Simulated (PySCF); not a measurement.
Bond stretch in Ga2, triplet.

Levels of theory: UKS-PBE0 = PySCF 2.14.0 with unrestricted PBE0/cc-pVDZ; UHF/cc-pVDZ (PySCF); UKS-M06-2X = unrestricted M06-2X/cc-pVDZ (PySCF).

Magnitude of the dipole moment (D; its direction can reverse along the curve, and a method can change to another solution) and Mulliken charge of the fragment that holds Ga1:

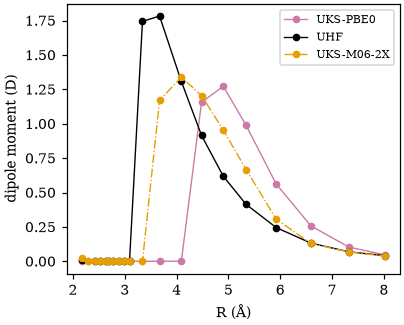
Dipole moment against bond length.

```tsv
R / Å	μ UKS-PBE0	q UKS-PBE0	μ UHF	q UHF	μ UKS-M06-2X	q UKS-M06-2X
2.17	0.00	0.00	0.01	0.04	0.03	0.00
2.29	0.00	0.00	—	—	0.00	0.00
2.43	0.00	0.00	0.00	0.00	0.00	0.00
2.53	0.00	0.00	0.00	0.00	0.00	0.00
2.63	0.00	0.00	0.00	0.00	0.00	0.00
2.70	0.00	0.00	0.00	0.00	0.00	0.00
2.77	0.00	0.00	0.00	0.00	0.00	0.00
2.89	0.00	0.00	0.00	0.00	0.00	0.00
2.99	0.00	0.00	0.00	0.00	0.00	0.00
3.09	0.00	0.00	0.00	0.00	0.00	0.00
3.34	0.00	0.00	1.74	0.12	0.00	0.00
3.67	0.00	0.00	1.78	0.10	1.17	0.06
4.09	0.00	0.00	1.31	0.06	1.34	0.07
4.48	1.16	0.05	0.91	0.03	1.20	0.05
4.90	1.27	0.05	0.62	0.02	0.95	0.04
5.34	0.99	0.03	0.41	0.01	0.67	0.02
5.92	0.56	0.02	0.25	0.00	0.31	0.01
6.59	0.26	0.01	0.13	0.00	0.13	0.00
7.32	0.10	0.00	0.07	0.00	0.07	0.00
8.02	0.05	0.00	0.04	0.00	0.04	0.00
```

Dashes: no converged value, or the column stops at the first point that the program doubted or that broke a chosen test of continuity, which isn't proof of a fault.

The unrestricted determinant behind UHF is spin-contaminated at 2.17 to 2.29 Å (<S²> up to 2.3, against 2.00 for a pure triplet).
